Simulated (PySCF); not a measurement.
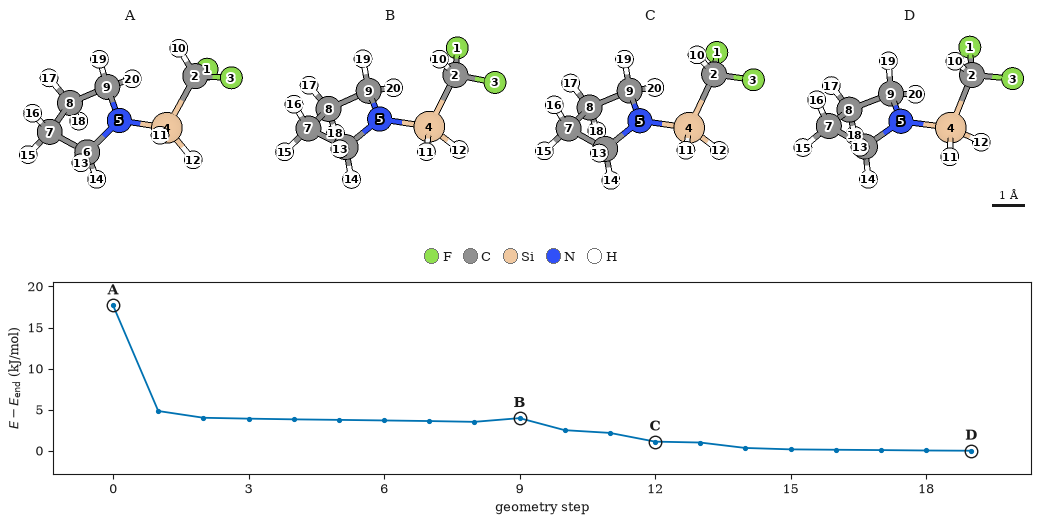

Frames of a relaxation of C5H11F2NSi, marked on the history of the run. A ball-and-stick model, seen at a tilt.

The start comes from GFN2-xTB. Its atoms were then displaced at random by about 0.01 Å.

These are results of PySCF, PBE0-D3(BJ)/def2-SVP geometry optimisation, gas phase, not measurements. 

### What happens along the run?

The atom that moves furthest after the best rigid fit is F1 (1.15 Å). Largest moves by element: F 1.15 Å, H 1.04 Å, C 0.47 Å, Si 0.36 Å, N 0.15 Å. Some distances before and after: Si4–H12 1.459 → 1.498 Å, C9–H19 1.081 → 1.106 Å, Si4–H11 1.467 → 1.492 Å, C6–H13 1.080 → 1.103 Å. Among the angles between lasting bonds that change: Si4–N5–C9 127.9° → 122.4°, C2–Si4–N5 104.9° → 109.3°, Si4–N5–C6 121.6° → 125.7°. Groups turn about Si4–N5 by about 45°. After 19 geometry steps the energy has fallen by 17.7 kJ/mol. From step 0 to 9: F1 moves most (0.97 Å), energy −13.7 kJ/mol. From step 9 to 12: F1 moves most (0.25 Å), energy −2.86 kJ/mol. From step 12 to 19: F1 moves most (0.41 Å), energy −1.11 kJ/mol.
